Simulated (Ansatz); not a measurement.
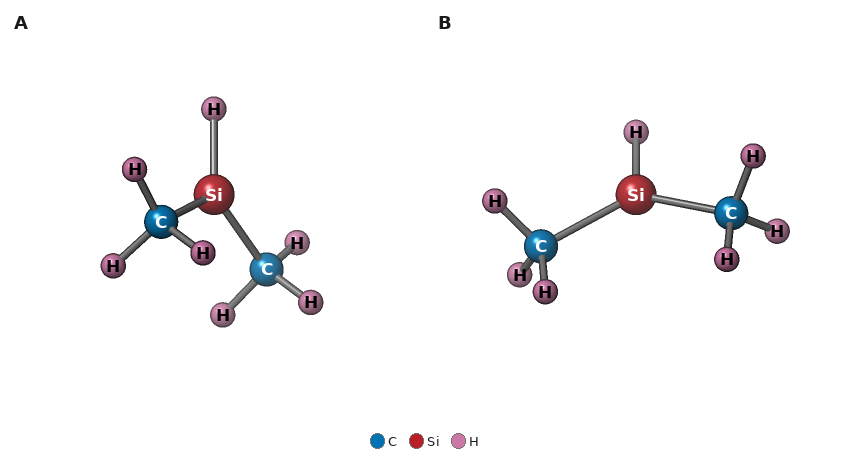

2 stationary structures of one formula. The species has charge +1 and is a spin singlet. Geometries: PBE0-D4/def2-TZVP. Electronic energies: RHF-CCSD(T) (frozen core)/def2-TZVPP (Ansatz 0.2.0), without zero-point energy. No frequency run is at hand to confirm each as a minimum.

Which structure is the most stable?

Answer. B is lowest; A lies 0.5 kcal/mol above it.
